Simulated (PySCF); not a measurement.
# FCI/STO-6G run of AlNH4 (AlH2(NH2))

What is the vertical singlet–triplet gap of AlNH4 (AlH2(NH2)) at FCI/STO-6G? 

Program for the calculation: PySCF 2.14.0.

5 further runs of the same task are left out: 5 set aside as unsound or not needed.

### Step 1. The system as given

AlNH4: 6 atoms, total charge 0, spin state singlet. As SMILES, `[H][Al]([H])[NH2]`. The shape comes from GFN2-xTB, which is rough for such elements, and wasn't checked as a minimum.

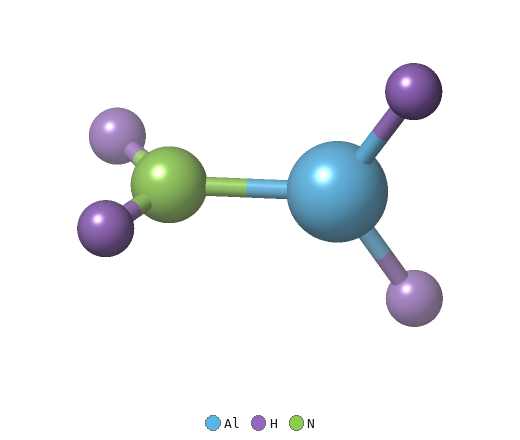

Viewed from a chosen angle; aluminium blue, hydrogen purple, nitrogen green.

### Step 2. A single-point energy at FCI/STO-6G

Input file geometry.xyz:

```xyz
6

Al     0.411220     0.709780     0.004090
H      1.951140     0.754090     0.040220
H     -0.317540     2.068550    -0.020570
N     -0.477760    -0.827010    -0.006690
H     -0.803830    -1.337930    -0.819770
H     -0.763230    -1.367490     0.802720
```

Input file job.py:

```python
from pyscf import gto, mcscf
from pyscf import fci

system = gto.M(
    atom='geometry.xyz',
    max_memory=1860,
    basis='sto-6g',
    charge=0,
    verbose=3,
)

myscf = system.RHF()
myscf.conv_tol = 1e-10
myscf.kernel()
if not myscf.converged:
    myscf = myscf.newton().run(myscf.mo_coeff, myscf.mo_occ)

cas = mcscf.CASCI(myscf, myscf.mo_coeff.shape[-1] - 6, (system.nelec[0] - 6, system.nelec[1] - 6))  # full CI above the frozen core
cas.fcisolver = fci.direct_spin0.FCI(system)  # even spin states alone
cas.kernel()
print('<S^2> = %.4f' % cas.fcisolver.spin_square(cas.ci, cas.ncas, cas.nelecas)[0])
etot = cas.e_tot
print('E(%s) = %.9f' % ('FCI', etot))
```

Command:

```
$ OMP_NUM_THREADS=1 python job.py
```

What it wrote:

```text
converged SCF energy = -297.577776411953
CASCI E = -297.674189346710  E(CI) = -29.7109188770672  S^2 = 0.0000000
<S^2> = 0.0000
E(FCI) = -297.674189347
```

Run time: 12 s. Hardware: 1 thread of Arm Neoverse V1, shared host; peak memory 0.3 GiB.

### Step 3. The triplet, same level

Input file calc.py:

```python
from pyscf import gto, mcscf

mol = gto.Mole()
mol.atom = '''
Al       0.411220       0.709780       0.004090
H        1.951140       0.754090       0.040220
H       -0.317540       2.068550      -0.020570
N       -0.477760      -0.827010      -0.006690
H       -0.803830      -1.337930      -0.819770
H       -0.763230      -1.367490       0.802720
'''
mol.verbose = 3
mol.basis = 'sto-6g'
mol.spin = 2
mol.max_memory = 1860
mol.build()

mf = mol.ROHF()
mf.conv_tol = 1e-10
mf.kernel()
if not mf.converged:
    mf = mf.newton().run(mf.mo_coeff, mf.mo_occ)

cas = mcscf.CASCI(mf, mf.mo_coeff.shape[-1] - 6, (mol.nelec[0] - 6, mol.nelec[1] - 6))  # full CI above the frozen core
cas.fix_spin_(ss=2.0)
cas.kernel()
e_tot = cas.e_tot
print('E(%s) = %.9f' % ('FCI', e_tot))
```

Command:

```
$ OMP_NUM_THREADS=1 python calc.py
```

What it wrote:

```text
converged SCF energy = -297.340092610208
CASCI E = -297.443170611856  E(CI) = -29.4849158305358  S^2 = 2.0000000
E(FCI) = -297.443170612
```

Wall time 16 s (1 thread of Arm Neoverse V1, shared host); peak memory 0.25 GiB.

### Step 4. Outcome

At FCI/STO-6G, 6 core orbitals frozen:

| quantity | value |
| --- | --- |
| singlet: total energy | -297.67419 Eh |
| singlet: dipole moment (Hartree–Fock density) | 0.28 D |
| singlet: HOMO energy (Hartree–Fock orbitals) | -7.02 eV |
| singlet: LUMO energy (Hartree–Fock orbitals) | 8.91 eV |
| singlet: HOMO–LUMO gap (Hartree–Fock orbitals) | 15.93 eV |
| singlet: correlation energy (6 core orbitals frozen) | -96.4 mEh |
| triplet: total energy | -297.44317 Eh |
| triplet: dipole moment (Hartree–Fock density) | 6.82 D |
| triplet: correlation energy (6 core orbitals frozen) | -103.1 mEh |
| vertical energy of the triplet above the singlet | 6.286 eV |

At this shape the triplet lies 6.29 eV (607 kJ/mol) above the singlet. In a minimal basis such a difference can be off by several eV, whatever the method. Mulliken charges (singlet) of the mean-field density run from -0.70 on N4 to +1.06 on Al1; they depend strongly on the basis.
